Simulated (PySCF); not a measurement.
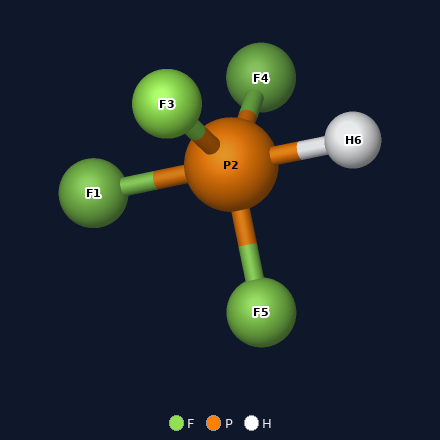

PHF₄, SMILES [H][P](F)(F)(F)F. Vertical core-electron binding energies by ΔSCF (SCAN, pcX-2 on the ionised atom, pcseg-1 elsewhere, spin-free X2C; PySCF, at a PBE0-D3(BJ)/def2-SVP geometry (no frequency check)), gas phase, against the vacuum level. One atom of each kind was ionised; within a panel, areas follow the number of like atoms and 2j + 1 (2p levels are split by first-order spin-orbit coupling, an approximation), each panel is scaled alone, Gaussians of 0.8 eV full width. Only the regions named are shown. Lines closer than the width merge in the curve.

Predict the P 2p and F 1s photoelectron lines.

Answer.
```tsv
level	atoms	binding energy (eV)
P 2p1/2	P2	143.8
P 2p3/2	P2	142.9
F 1s	F3, F4, F5	694.3
F 1s	F1	693.7
```

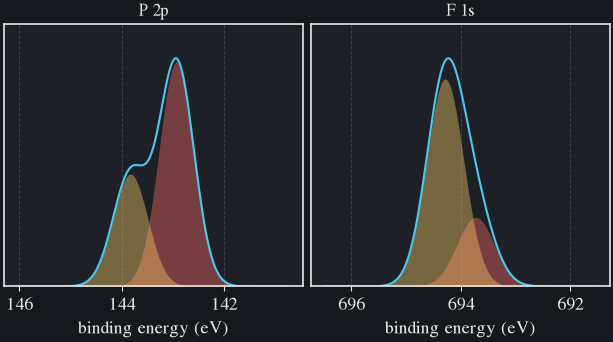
